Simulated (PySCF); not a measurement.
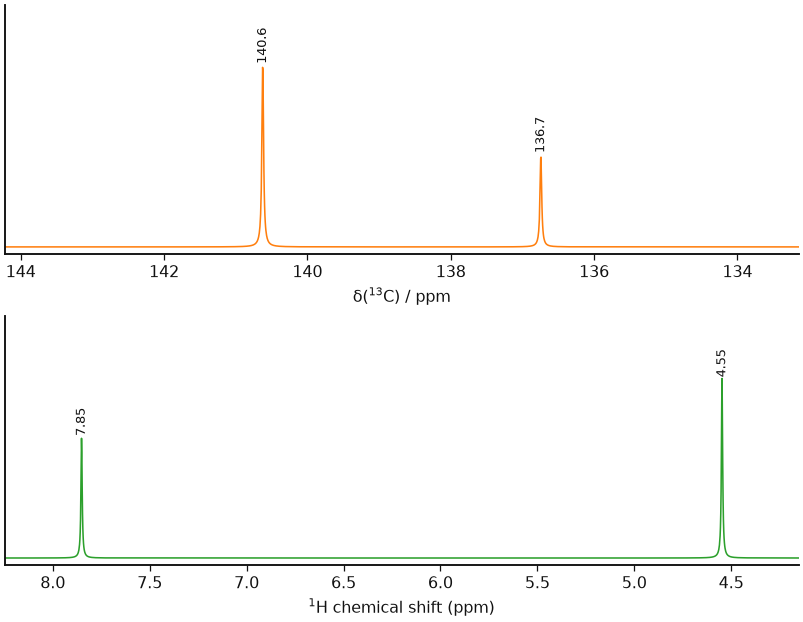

GIAO shifts, PBE0/pcSseg-1, PySCF 2.14.0, at a GFN2-xTB geometry (no frequency check), against TMS for ¹³C and TMS for ¹H computed at the same level. Gas phase, fully decoupled, line heights follow the number of nuclei, widths are arbitrary (no quadrupolar broadening); values of one conformer, averaged over methyl-type rotors and exact or near symmetry.

Which structure fits the spectrum?
A. C₂H₂N₂S, SMILES c1cnsn1
B. C₆H₁₀Si₂, SMILES [SiH3]c1ccc([SiH3])cc1
C. C₉H₁₄ (tetramethylcyclopentadiene), SMILES CC1=C(C)C(C)=C(C)C1
D. C₃H₃FN₂ (4-fluoro-1h-pyrazole), SMILES Fc1cn[nH]c1

Answer. B. Its ¹³C signals: 140.6 (4 C), 136.7 (2 C) ppm. Its ¹H signals: 7.85 (4 H), 4.55 (6 H) ppm.

Known limits of this run: the tight-binding geometry is rougher than a DFT one and adds to the error.
